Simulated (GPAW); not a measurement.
## Run report: GeH$_{2}$F, property calculation

The run: property calculation of GeH$_{2}$F, multiplicity 2, SMILES [F][GeH2]. Method and program: r2SCAN/plane waves, UKS, dispersion D3(BJ), scalar-relativistic datasets (GPAW 26.7.0).

The geometry comes from this level: UFF from SMILES.

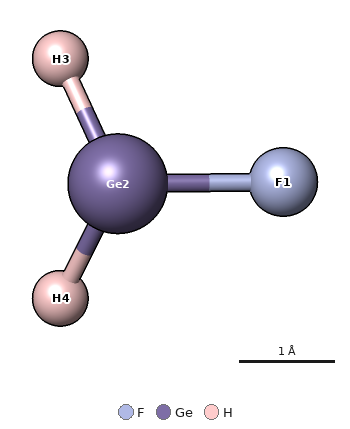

**Figure 1.** The structure (ball-and-stick view, seen at a tilt; atoms are numbered from 1 in the order of the input). Sticks mark near contacts.

Input (run.py):
```python
import numpy as np
from ase import Atoms
from ase.calculators.mixing import SumCalculator
from ase.io import write
from ase.units import Debye
from dftd3.ase import DFTD3
from gpaw import GPAW, PW
from rdkit import Chem
from rdkit.Chem import AllChem

# Set up the molecule
rd = Chem.AddHs(Chem.MolFromSmiles('[F][GeH2]'))
AllChem.EmbedMolecule(rd, randomSeed=403)
AllChem.UFFOptimizeMolecule(rd)
atoms = Atoms([a.GetSymbol() for a in rd.GetAtoms()], positions=rd.GetConformer().GetPositions())
write('start.xyz', atoms)
atoms.set_cell([12.0, 12.0, 12.0])
atoms.center()
atoms.set_initial_magnetic_moments([1.0, 0.0, 0.0, 0.0])

# DFT calculator
calculator = GPAW(mode={'name': 'pw', 'ecut': 500},
                  symmetry='off',
                  maxiter=60,
                  xc='MGGA_X_R2SCAN+MGGA_C_R2SCAN',
                  convergence={'eigenstates': 1e-06},
                  occupations={'name': 'fermi-dirac', 'width': 0.0, 'fixmagmom': True},
                  txt='-')
atoms.calc = SumCalculator([DFTD3(method='r2SCAN', damping='d3bj'), calculator])

energy = atoms.get_potential_energy()
print(f'Energy = {energy:.5f} eV')
dipole = calculator.get_dipole_moment(atoms) / Debye
print(f'Dipole = {np.linalg.norm(dipole):.3f} D')
```

Run on 1 thread of Intel Xeon @ 2.50GHz (Skylake/Cascade Lake), 12 GiB of memory available, shared host.

Launched with:
```bash
python3 -u run.py | tee run.out
```

What the program printed:
```
__  _  _
 | _ |_)|_||  |
 |__||  | ||/\| - 26.7.0

units:  Angstrom and eV
cores:  1
OpenMP: False

Versions:
  Python: 3.12.14
  ASE:    3.29.0
  Numpy:  2.5.5
  Scipy:  1.18.1
  Libxc:  7.0.0

        _gpaw.cpython-312-x86_64-linux-gnu.so

Input parameters:
  mode=PW(ecut=500),
  convergence={'eigenstates': 1e-06},
  maxiter=60,
  occupations=Occupations(name='fermi-dirac', width=0.0, fixmagmom=True),
  symmetry=Symmetry(point_group=False, time_reversal=False),
  xc=XC(name='MGGA_X_R2SCAN+MGGA_C_R2SCAN')

Diagonalizing LCAO Hamiltonian
Converting LCAO to pw mode
        .----------------------------.
       /|                            |
      / |                            |
     /  |                            |
    /   |                            |
   /    |                            |
  /     |                            |
 *      |                            |
 |      |                            |
 |      |                            |
 |      |                            |
 |      |        HGe  F              |
 |      |      H                     |
 |      |                            |
 |      |                            |
 |      .----------------------------.
 |     /                            /
 |    /                            /
 |   /                            /
 |  /                            /
 | /                            /
 |/                            /
 *----------------------------*

Atoms  # Å, Bohr magnetons
|   | symbol |        x |        y |        z |    initial magnetic moments |
|---|--------|----------|----------|----------|-----------------------------|
| 0 |      F | 7.232339 | 5.844256 | 5.751756 | ( 0.0000,  0.0000,  1.0000) |
| 1 |     Ge | 5.558988 | 5.953024 | 6.272985 | ( 0.0000,  0.0000,  0.0000) |
| 2 |      H | 4.932802 | 7.262960 | 5.729980 | ( 0.0000,  0.0000,  0.0000) |
| 3 |      H | 4.767661 | 4.737040 | 5.727015 | ( 0.0000,  0.0000,  0.0000) |

Unit cell  # Å
| periodic |         x |         y |         z |   lengths |    angles |
|----------|-----------|-----------|-----------|-----------|-----------|
|       no | 12.000000 |  0.000000 |  0.000000 | 12.000000 | 90.000000 |
|       no |  0.000000 | 12.000000 |  0.000000 | 12.000000 | 90.000000 |
|       no |  0.000000 |  0.000000 | 12.000000 | 12.000000 | 90.000000 |

Number of symmetries: 1
Symmetry operations  # r_c * U_cc + t_c -> r_c
|   | kind |            matrix            |
|---|------|------------------------------|
| 0 |  E   |  1, 0, 0,  0, 1, 0,  0, 0, 1 |

BZ-sampling:
  Number of BZ points: 1
  Number of IBZ points: 1

  Monkhorst-Pack size: [1, 1, 1]
  Monkhorst-Pack shift: [0, 0, 0]

K-points  # in reciprocal-cell coordinates
|   |                                coordinates |     weight |
|---|--------------------------------------------|------------|
| 0 | (  0.00000000,   0.00000000,   0.00000000) | 1.00000000 |

Plane wave coefficients: 21910
Cutoff: 500.0 eV

Spin-components: 2 (collinear spins)
Bands:           10
Projectors:      16
Spin-degeneracy: 1
Datatype:        float64

  Storage: CPU
  Wave functions: 7_011_200 bytes (7_011_200 per core)
  Projectors: 9_114_560 bytes (9_114_560 per core)

Parallelization:
  kpt:    1
  domain: 1
  band:   1

Density:
  Valence electrons: 13.0
  Components: 2
  Grid points: [63 63 63]
  Charge: 0.0  # |e|

Potential:
  Grid points: [63 63 63]

species:
  F:
    name:    Fluorine
    Z:       9.0
    valence: 7
    core:    2
    charge:  0.0  # [|e|]
    file:    F.PBE.gz
    compensation charges:
      type: gauss
      rc: 0.20  # [Å]
      lmax: 2
    cutoffs:
      filter: 1.14  # [Å]
      core: 0.74  # [Å]
    projectors
    | kind |    occ | energy [eV] | rcut [Å] |
    |------|--------|-------------|----------|
    |   2s |  2.000 |     -29.898 |    0.635 |
    |   2p |  5.000 |     -11.110 |    0.635 |
    |    s |        |      -2.687 |    0.635 |
    |    p |        |      16.102 |    0.635 |
    |    d |        |       0.000 |    0.635 |

    Using partial waves for F as LCAO basis

  Ge:
    name:    Germanium
    Z:       32.0
    valence: 4
    core:    28
    charge:  0.0  # [|e|]
    file:    Ge.PBE.gz
    compensation charges:
      type: gauss
      rc: 0.32  # [Å]
      lmax: 2
    cutoffs:
      filter: 1.77  # [Å]
      core: 3.42  # [Å]
    projectors
    | kind |    occ | energy [eV] | rcut [Å] |
    |------|--------|-------------|----------|
    |   4s |  2.000 |     -11.726 |    1.005 |
    |   4p |  2.000 |      -3.896 |    1.005 |
    |    s |        |      15.485 |    1.005 |
    |    p |        |      23.315 |    1.005 |
    |    d |        |       0.000 |    1.005 |

    Using partial waves for Ge as LCAO basis

  H:
    name:    Hydrogen
    Z:       1.0
    valence: 1
    core:    0
    charge:  0.0  # [|e|]
    file:    H.PBE.gz
    compensation charges:
      type: gauss
      rc: 0.15  # [Å]
      lmax: 2
    cutoffs:
      filter: 0.85  # [Å]
      core: 0.53  # [Å]
    projectors
    | kind |    occ | energy [eV] | rcut [Å] |
    |------|--------|-------------|----------|
    |   1s |  1.000 |      -6.494 |    0.476 |
    |    s |        |      20.717 |    0.476 |
    |    p |        |       0.000 |    0.476 |

    Using partial waves for H as LCAO basis

Reference energy: -59836.698962  # eV

eigensolver:
  PPCG
  Converge bands: occupied
  niter=2

density mixing:
  MSR1-Mixer
  Pratt-step length: 0.05
  Maximum mixing coefficient: 0.75
  Old densities: 10
  SVD Regularization: 0.005
  Good broyden scale: 1.0
  Trust region scale: 1.0
  Backstep threshold: 4.0
  History deletion threshold: 6.0
  Fourier metric: weight=20.0, sigma=0.015

occupation numbers:
  Fixed magnetic moment: 1.000
  # Zero width

poisson solver:
  ecut: 4000.0  # eV

xc functional:
  name: MGGA_X_R2SCAN+MGGA_C_R2SCAN with 2 nearest neighbor stencil

Initialization done in: 6.662 s

convergence criteria:
- Maximum integral of absolute [eigenst]ate change: 1e-06 eV^2 / valence electron
- Maximum [total energy] change in last 3 cyles: 0.0005 eV / valence electron
- Maximum integral of absolute [dens]ity change: 0.0001 electrons / valence electron
maximum number of iterations: 60

SCF iterations
|iter     |     time |      energy | eigst |  dens |  magmom |
|---------|----------|-------------|-------|-------|---------|
|iter:   1| 00:00:10 |  -27.867704 | -0.04 |       |  +1.0028|
|iter:   2| 00:00:17 |  -23.060892 | -1.67 | -0.53 |  +1.0026|
|iter:   3| 00:00:25 |  -23.686071 | -0.11 | -0.55 |  +1.0004|
|iter:   4| 00:00:32 |  -23.357807 | -0.70 | -0.89 |  +1.0005|
|iter:   5| 00:00:39 |  -23.423217 | -2.23 | -1.23 |  +1.0000|
|iter:   6| 00:00:47 |  -23.429030 | -3.04 | -1.77 |  +1.0000|
|iter:   7| 00:00:55 |  -23.430233 | -3.92 | -2.23 |  +1.0000|
|iter:   8| 00:01:02 |  -23.430406c| -4.56 | -2.71 |  +1.0000|
|iter:   9| 00:01:10 |  -23.430422c| -5.47 | -3.26 |  +1.0000|
|iter:  10| 00:01:17 |  -23.430426c| -5.88 | -3.57 |  +1.0000|
|iter:  11| 00:01:25 |  -23.430427c| -6.54c| -4.05c|  +1.0000|

Converged in 11 steps
SCF loop duration: 78.566 s (7.142 s/step)
Energy contributions relative to reference atoms: (reference = -59836.698962)

Energy contributions:
  Kinetic:          21.548943
  Coulomb:         -21.214346
  Zero:              0.228012
  External:          0.000000
  Xc:              -23.993036
  Entropy:           0.000000
  Spinorbit:         0.000000
  ----------------------------
  Free energy:     -23.430427
  Extrapolated:    -23.430427

dipole moment: (-0.400002, 0.026386, 0.102546)  # |e|*Ang

Total magnetic moment: (0.000000, 0.000000, 1.000000)

Local magnetic moments
|        x |        y |        z |
|----------|----------|----------|
| 0.000000 | 0.000000 | 0.059094 |  # F    0
| 0.000000 | 0.000000 | 0.226183 |  # Ge   1
| 0.000000 | 0.000000 | 0.026411 |  # H    2
| 0.000000 | 0.000000 | 0.026372 |  # H    3

Fermi levels: -2.296, -4.693
Eigenvalues  # (at kpt = [0.000, 0.000, 0.000])
| band index |      eig [eV] | occ [0-1] |      eig [eV] | occ [0-1] |
|------------|---------------|-----------|---------------|-----------|
|          0 |       -30.114 |     1.000 |       -29.958 |     1.000 |
|          1 |       -14.651 |     1.000 |       -14.091 |     1.000 |
|          2 |       -10.786 |     1.000 |       -10.513 |     1.000 |
|          3 |       -10.252 |     1.000 |       -10.101 |     1.000 |
|          4 |        -9.947 |     1.000 |        -9.673 |     1.000 |
|          5 |        -8.624 |     1.000 |        -8.327 |     1.000 |
|          6 |        -5.761 |     1.000 |        -3.625 |     0.000 |
|          7 |        -0.966 |     0.000 |        -0.607 |     0.000 |
|          8 |        -0.204 |     0.000 |        -0.091 |     0.000 |
|          9 |         0.757 |     0.000 |         0.638 |     0.000 |

Gap: 2.659 eV
Transition (v -> c):
  (s=1, k=0, n=6, [0.00, 0.00, 0.00]) -> (s=0, k=0, n=7, [0.00, 0.00, 0.00])
No difference between direct/indirect transitions
vacuum-level: 0.196  # V
Energy = -23.43988 eV
Dipole = 1.987 D
```

Results in brief:

```csv
quantity,value
outcome,converged
energy relative to the program's reference atoms,−23.4399 eV
dispersion energy,−0.000347 hartree
dipole moment,1.99 D
wall time,87 s
peak memory,0.99 GiB
```
